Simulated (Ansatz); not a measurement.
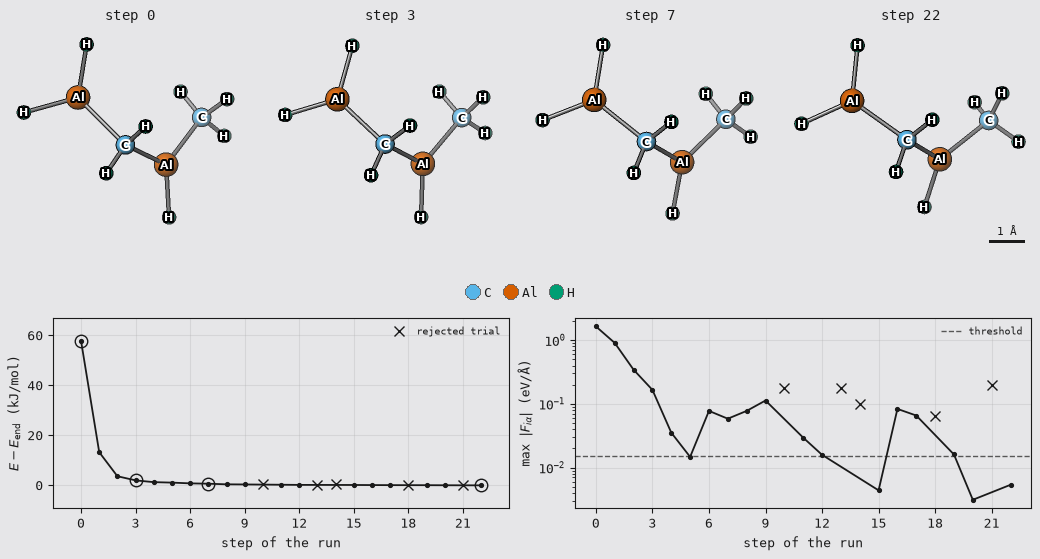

Frames of a relaxation of C2H8Al2, marked on the history of the run. Style: ball-and-stick. Shown at a tilt.

The run prepares an end point of a later path (inversion) calculation, from a guessed geometry.

The calculation used RKS PBE-D4/def2-SVP in Ansatz. Set-up: no spin polarisation; force threshold 0.015 eV/Å; at most 40 steps.

### What happens along the run?

The atom that moves furthest after the best rigid fit is an H atom (0.90 Å). Largest moves by element: H 0.90 Å, Al 0.47 Å, C 0.22 Å. Some distances before and after: Al–C 2.030 → 1.949 Å, C–H 1.166 → 1.111 Å, Al–H 1.560 → 1.607 Å, C–H 1.068 → 1.113 Å. Bond angles that change, for instance: H–Al–H 111.6° → 119.6°, Al–C–Al 111.2° → 117.3°, C–Al–H 114.8° → 120.5°. Groups turn about Al–C by about 45°, Al–C by about 30°. The energy falls by 57.8 kJ/mol in 17 accepted moves (22 points after the start). The largest force component goes from 1.6 to 0.0054 eV/Å. The line search rejected the trial steps at points 10, 13, 14, 18, 21 of the run. The forces were under the threshold at step 5, but the run went on from there. From step 0 to 3: H atoms move most (0.28 Å), energy −55.8 kJ/mol. From step 3 to 7: an H atom moves most (0.32 Å), energy −1.33 kJ/mol. From step 7 to 22: an H atom moves most (0.46 Å), energy −0.66 kJ/mol.

```tsv
step	E − E(0), kJ/mol	largest force component, eV/Å	note
0	0.00	1.6449	
1	-44.56	0.9059	
2	-54.18	0.3440	
3	-55.84	0.1659	
4	-56.54	0.0353	
5	-56.73	0.0147	
6	-57.03	0.0776	
7	-57.17	0.0585	
8	-57.41	0.0776	
9	-57.46	0.1130	
10	-57.36	0.1780	rejected
11	-57.58	0.0295	
12	-57.64	0.0159	
13	-57.62	0.1749	rejected
14	-57.35	0.0987	rejected
15	-57.68	0.0044	
16	-57.71	0.0834	
17	-57.74	0.0656	
18	-57.74	0.0656	rejected
19	-57.76	0.0161	
20	-57.79	0.0031	
21	-57.70	0.1997	rejected
22	-57.83	0.0054
```
